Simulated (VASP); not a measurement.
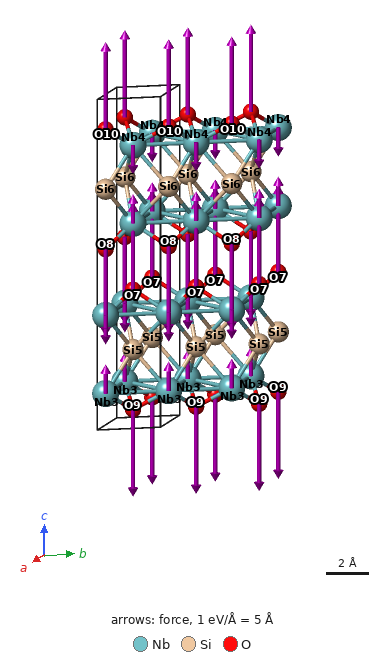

Starting geometry of a crystal of Nb₂SiO₂ (a generated structure, set up in P6_3/mmc) with the computed forces as purple arrows. The picture is a ball-and-stick view of the cell of the calculation, repeated 2 × 3 × 1 with one cell outlined, seen slightly off an axis.

The run lets cell and atoms move.

These are results of VASP 6.6.1, Kohn-Sham DFT of a periodic cell, PBE, VASP PAW PBE potentials, recommended, not measurements.

Input
```
PREC = Accurate
ENCUT = 520
EDIFF = 1E-6
ISMEAR = 0
SIGMA = 0.1
LREAL = False
LASPH = True
NELM = 120
ALGO = Normal
ISIF = 3
LWAVE = False
LCHARG = False
GGA = PE
IBRION = 2
NSW = 90
EDIFFG = -0.01
KPAR = 4
```

Launched with:
```bash
cat potpaw_PBE.64/Nb_sv/POTCAR potpaw_PBE.64/Si/POTCAR potpaw_PBE.64/O/POTCAR > POTCAR
mpirun -np 4 vasp_std > vasp.out
```

**What follows when this structure is relaxed?**

It isn't relaxed: the largest force vector, on O atoms, is 0.85 eV/Å. Measured relative to the changing cell, the final displacements run against the starting forces (cosine between the two patterns −0.49). The largest moves relative to the cell, 0.12 Å, are those of O atoms. By element the largest moves are O 0.12 Å, Nb 0.11 Å. Si stays in place. The drawn cell changes as follows: a = b 3.100 → 3.020 Å (−2.6 %), c 16.167 → 18.214 Å (+12.7 %); the volume changes by +6.9 %. Some distances before and after: Nb–Nb 3.100 → 3.020 Å, Nb–Si 2.618 → 2.683 Å, Nb–O 2.060 → 2.082 Å. Bond angles that change, for instance: Nb–Si–Nb 93.7° → 98.9°, Nb–O–Nb 97.6° → 93.0°, Nb–Si–Nb 72.6° → 68.5°. The space group stays P6_3/mmc (No. 194). Over 22 geometry steps the energy falls by 54.7 meV per atom. The largest force component goes from 0.85 to 0.0041 eV/Å. The pressure goes from 7.06 to −0.02 GPa. At step 1 the optimiser overshot: the energy rose above the start, and later steps came back.
